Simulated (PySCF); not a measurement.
C$_{3}$H$_{12}$NOSi$_{2}$ (doublet)

Input file:

```
{"job": {"kind": "epr", "basis": "pcH-1"}, "charge": 0, "multiplicity": 2}
C      3.462755     0.784973    -0.459226
N      2.976808    -0.552613    -0.678364
Si     1.566060    -1.200784     0.073005
Si    -0.080534     0.276596    -0.513259
C     -1.789362    -0.199697     0.201040
O     -2.658096     0.840379    -0.191851
C     -3.979100     0.664521     0.242167
H      4.080157     1.106011    -1.301150
H      2.610029     1.457806    -0.374335
H      4.060792     0.869461     0.456433
H      3.739338    -1.191049    -0.842384
H      1.652805    -1.302449     1.551084
H      1.631185    -2.597405    -0.396557
H     -0.360768     0.633112    -1.913589
H     -1.778380    -0.297523     1.296009
H     -2.148757    -1.162976    -0.196528
H     -4.039334     0.649757     1.338716
H     -4.554367     1.504942    -0.141838
H     -4.401035    -0.273812    -0.141672
```

Launched as:

```sh
OMP_NUM_THREADS=1 python probes_run.py task.json out
```

Geometry: GFN2-xTB.

Level of theory: UKS B3LYP, pcH-1 on C H N O Si, non-relativistic, mean-field spin-orbit, GIAO (PySCF 2.14.0, density-fitted response routines).

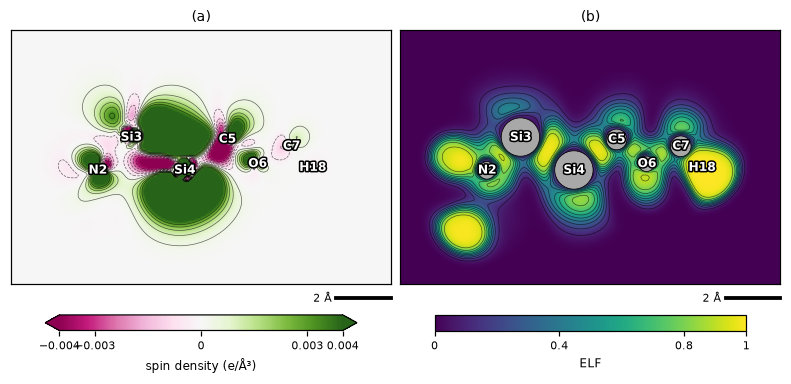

Figure 1. (a) spin density (α minus β); (b) ELF on the plane of atoms N2, Si3 and Si4. Grey discs cover the atomic cores in the ELF map.

> Describe what can be read from this map.

Atoms in the plane: N, Si, C, O and H. C–O (1.40 Å): the ELF peaks at about 0.90 between the atoms; a polar covalent bond. Si–N (1.72 Å): the ELF peaks at about 0.90 between the atoms: a shared but strongly polarised pair. C–Si (1.91 Å): the ELF peaks at about 0.95 between the atoms, as expected for a shared electron pair. Si–Si (2.29 Å): the ELF peaks at about 1 between the atoms; a covalent bond. C–H (1.09 Å): the ELF climbs to about 1 towards the hydrogen, as it does in any bond to H; a covalent bond by its length. The ELF also peaks beside O6, away from the bonds: non-bonding electrons, paired or unpaired. The unpaired spin (1 electron) lies mostly on Si4 (about 0.7) and Si3 (about 0.1), in electrons by Hirshfeld's partition.

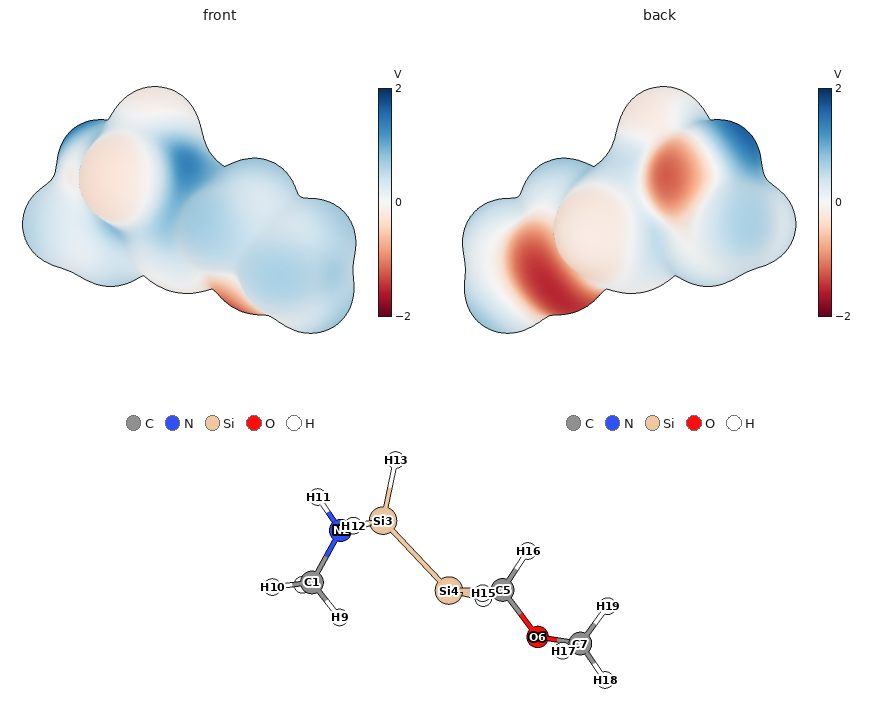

Figure 2. The molecular electrostatic potential painted on the density surface at 0.002 e/bohr³, seen from the front and from behind; the colour scale runs from red (negative) to blue (positive). The bare structure is drawn below in the same view.

> Describe the electrostatic potential map.

The most negative region (about −1.5 V, or −35 kcal/mol for a unit charge) lies over O6, the most positive (about +1.5 V, or +35 kcal/mol for a unit charge) over H11. O6 is the likeliest acceptor of a hydrogen bond.
